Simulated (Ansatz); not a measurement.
**Cl₂Ge₂: density, localisation and related maps**

The calculation's input:

```
crystal:
  periodic: [false, false, false]
  atoms:
    - {symbol: Ge, position_ang: [0.913473, -0.913745, 0.615313]}
    - {symbol: Ge, position_ang: [0.034663, 1.417156, 0.195819]}
    - {symbol: Cl, position_ang: [0.541497, -0.098768, -1.687604]}
    - {symbol: Cl, position_ang: [-1.489633, -0.404643, 0.876471]}
basis:
  gaussian: {orbitals: def2-TZVP, initial_orbitals: start.molden}
hamiltonian: {xc: pbe0, dispersion: d4}
scf: {omitted_lower_state_checks: [starts]}
output: {orbitals: {seedname: orbitals}}
```

Run with:

```sh
ansatz run in.yaml --threads 4 --pin off --events-out ev --progress --plain --max-ram 4787MiB
```

Geometry: PBE-D4/def2-SVP.

These are results of Ansatz, RKS PBE0-D4/def2-TZVP, not measurements.

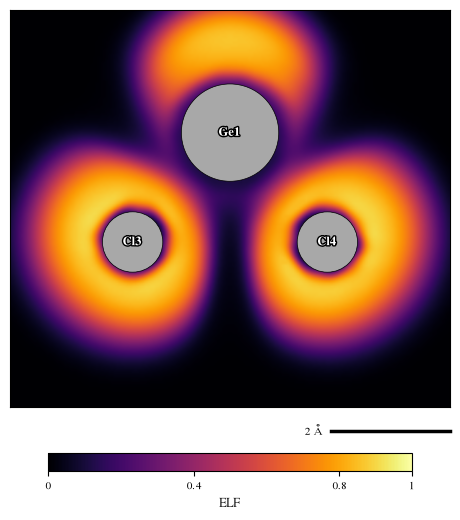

Figure 1. Electron localisation function on the plane of atoms Cl3, Ge1 and Cl4. Grey discs cover the atomic cores.

Question: Read the bonding off the picture.

Answer:
- The section cuts through Ge and Cl sites.
- Ge–Cl (2.47 Å): the ELF peaks at about 0.85 in the valence shell of Cl, 0.8 Å from its nucleus, and is about 0.50 at the midpoint.
- The ELF also peaks beside Cl3 and Cl4, away from the bonds: lone-pair regions.

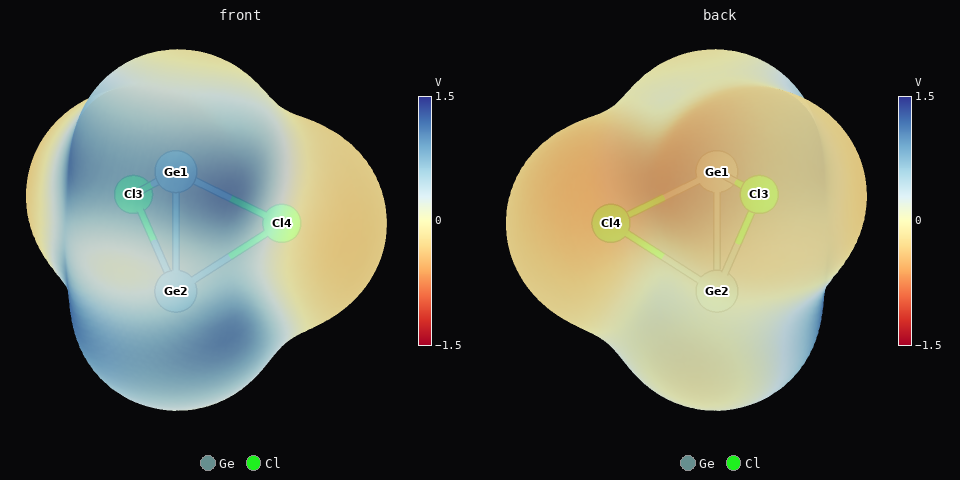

Figure 2. The electrostatic potential painted on the density surface at 0.001 e/bohr³, seen from the front and from behind; the colour scale runs from red (negative) to blue (positive).

Question: Where is the surface potential most negative and most positive?

Answer: The most negative region (about −0.6 V) lies over Cl3 and Cl4, the most positive (about +1.2 V) over Ge1 and Ge2.

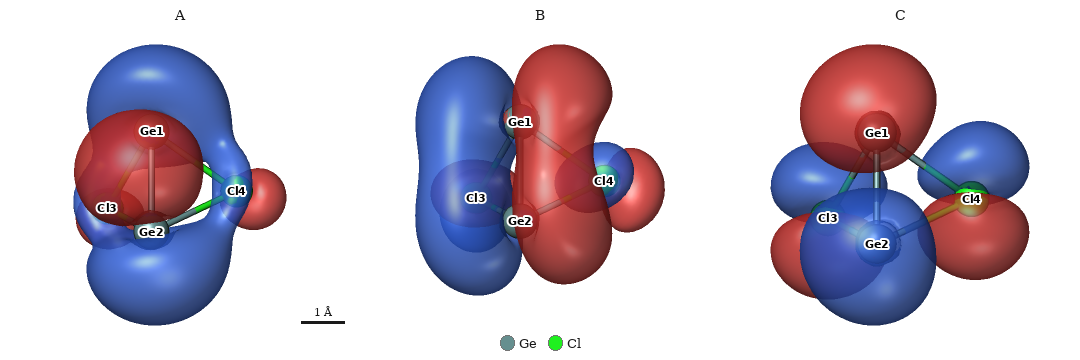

Figure 3. Three frontier orbitals at ±0.06 Å⁻³ᐟ² (red and blue are the two phases), in no order.

Question: Which picture is the HOMO−1, the HOMO and the LUMO?

Answer: C is the HOMO−1 (−8.59 eV). It lies mainly on Cl3 (about 25 %), Cl4 (about 25 %), Ge1 (about 25 %) and Ge2 (about 25 %). A is the HOMO (−6.00 eV). Its weight (Hirshfeld) is mainly on Ge1 (about 45 %) and Ge2 (about 45 %). B is the LUMO (−1.86 eV). It lies mainly on Ge1 (about 40 %), Ge2 (about 40 %), Cl3 (about 10 %) and Cl4 (about 10 %); π-bonding across Ge1–Ge2.

Question: What is the HOMO–LUMO gap?

Answer: 4.14 eV between the orbital energies.
